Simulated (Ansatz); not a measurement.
A series of calculations on Si$_{2}$H$_{5}$SeF

**1. Relaxation**

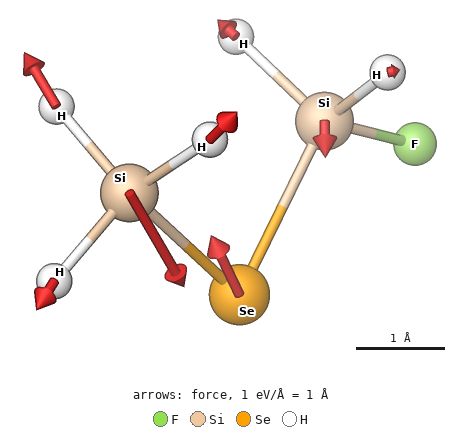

Starting geometry of Si2H5SeF with the computed forces as red arrows. The picture is a ball-and-stick view, seen from a free direction.

The run prepares an end point of a later path (torsion) calculation, from a guessed geometry.

Method: Ansatz, RKS PBE0/def2-SVP.

Input file:
```yaml
crystal:
  periodic: [false, false, false]
  atoms:
    - { symbol: F, position_ang: [-1.8317, 2.5268, 0.4234] }
    - { symbol: Si, position_ang: [-0.6399, 1.4452, 0.2294] }
    - { symbol: Se, position_ang: [-1.5606, -0.6234, -0.1148] }
    - { symbol: Si, position_ang: [0.6347, -1.5191, -0.2518] }
    - { symbol: H, position_ang: [0.1941, 1.81, -0.9452] }
    - { symbol: H, position_ang: [0.1944, 1.453, 1.4424] }
    - { symbol: H, position_ang: [1.3167, -1.2866, 1.0098] }
    - { symbol: H, position_ang: [1.326, -0.8916, -1.3723] }
    - { symbol: H, position_ang: [0.455, -2.9606, -0.4379] }
basis:
  gaussian: { orbitals: def2-SVP }
hamiltonian:
  xc: pbe0
relax:
  f_tol: 0.015
  max_steps: 40
output:
  orbitals: {}
```

Launched with:
```bash
ansatz run input.yaml --threads 2 --pin off --max-ram 3072MiB --backend cpu --events-out ev --progress --plain --runs-dir out
```

### What follows when this structure is relaxed?

It isn't relaxed: the largest force vector, on Si4, is 1.57 eV/Å. The final displacements have little in common with the starting forces (cosine between the two patterns 0.24). After 5 geometry steps the energy has fallen by 0.102 eV. Largest force component: 1.6 eV/Å at the start, 0.0052 eV/Å at the end. The largest move after the best rigid fit is that of H5, 0.16 Å. Largest moves by element: H 0.16 Å, Se 0.12 Å, F 0.11 Å, Si 0.06 Å. Near-neighbour distances that change, for instance: Se3–Si4 2.375 → 2.291 Å, Si4–H7 1.453 → 1.493 Å, Si4–H8 1.458 → 1.493 Å, Si2–Se3 2.290 → 2.274 Å. Bond angles that change, for instance: Si2–Se3–Si4 88.7° → 94.9°, H7–Si4–H8 112.1° → 108.7°, F1–Si2–Se3 109.0° → 106.4°. Cost: 15 s on 2 threads of Arm Neoverse V2, on a shared host, peak memory 0.25 GiB.

**2. Relaxation**

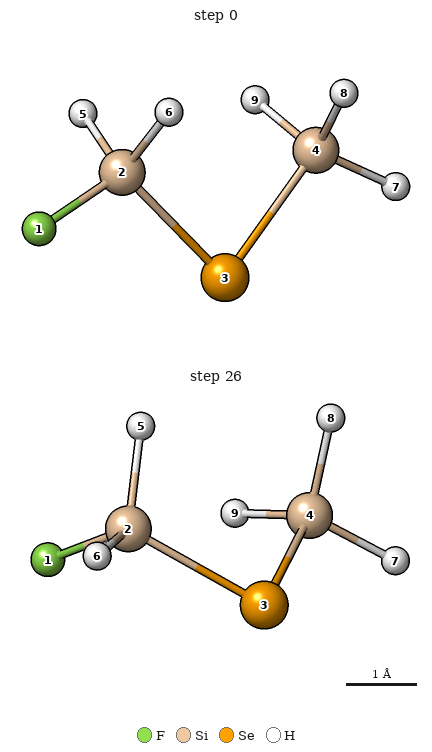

The structure of Si$_{2}$H$_{5}$SeF before (top) and after (bottom) a relaxation, at one scale.

The picture is a ball-and-stick view, seen at a tilt.

The run prepares an end point of a later path (torsion) calculation, from a guessed geometry.

The calculation used RKS PBE0/def2-SVP in Ansatz 0.2.0.

The input:
```yaml
crystal:
  periodic: [false, false, false]
  atoms:
    - { symbol: F, position_ang: [-1.8317, 2.5268, 0.4234] }
    - { symbol: Si, position_ang: [-0.6399, 1.4452, 0.2294] }
    - { symbol: Se, position_ang: [-1.5606, -0.6234, -0.1148] }
    - { symbol: Si, position_ang: [0.6347, -1.5191, -0.2518] }
    - { symbol: H, position_ang: [0.1941, 1.81, -0.9452] }
    - { symbol: H, position_ang: [0.1944, 1.453, 1.4424] }
    - { symbol: H, position_ang: [0.54486, -2.94521, -0.51439] }
    - { symbol: H, position_ang: [1.33386, -1.23459, 0.99616] }
    - { symbol: H, position_ang: [1.25169, -0.86005, -1.40498] }
basis:
  gaussian: { orbitals: def2-SVP }
hamiltonian:
  xc: pbe0
relax:
  f_tol: 0.015
  max_steps: 40
```

Command:
```bash
ansatz run input.yaml --threads 2 --pin off --max-ram 3072MiB --backend cpu --events-out ev --progress --plain --runs-dir out
```

### Describe what moved and what it gained.

H6 moves most after the best rigid fit: 1.70 Å. By element the largest moves are H 1.70 Å, F 1.59 Å, Se 1.09 Å, Si 0.30 Å. Among the contacts that change: Se3–Si4 2.375 → 2.296 Å, Si4–H7 1.453 → 1.490 Å, Si4–H8 1.458 → 1.492 Å, Si2–Se3 2.290 → 2.263 Å. Among the angles between lasting bonds that change: Si2–Se3–Si4 88.7° → 96.0°, Se3–Si4–H9 105.4° → 110.7°, Se3–Si2–H6 110.9° → 106.6°. Groups turn about Si2–Se3 by about 105°. Over 25 accepted moves (26 points after the start) the energy falls by 19.5 kJ/mol. The largest force component goes from 1.4 to 0.011 eV/Å. The line search rejected the trial step at point 11 of the run. The forces were under the threshold at step 23, but the run went on from there. The run took 68 s on 2 threads of Arm Neoverse V2, with other jobs on the host, peak memory 0.25 GiB.

**3. Path**

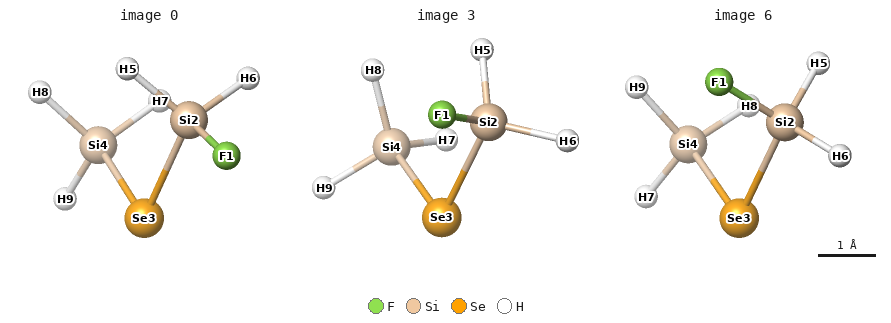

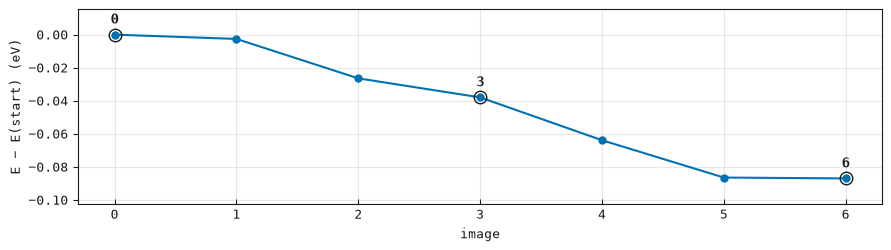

A nudged-elastic-band calculation for Si₂H₅SeF. Images are numbered from 0 (start) to 6 (end). A ball-and-stick model, seen from a free direction.

Method: RKS PBE0/def2-SVP in Ansatz. Set-up: 5 movable images; climbing image; force threshold 0.05 eV/Å; iteration limit 60; starting path by image-dependent pair potential.

Q: Describe the mechanism and the energy profile.

A: The motion is a rotation about the Se3–Si4 bond by about 125°, with a turn of about 100° about Si2–Se3. No bond forms or breaks between the ends. No barrier shows: the energy is highest at the start, and the end lies 0.087 eV below the start. The band converged in 18 iterations. The largest component of the band force went from 1 to 0.049 eV/Å.

Cost: 3.3 min on 2 threads of Arm Neoverse V2, on a shared host, peak memory 0.25 GiB.
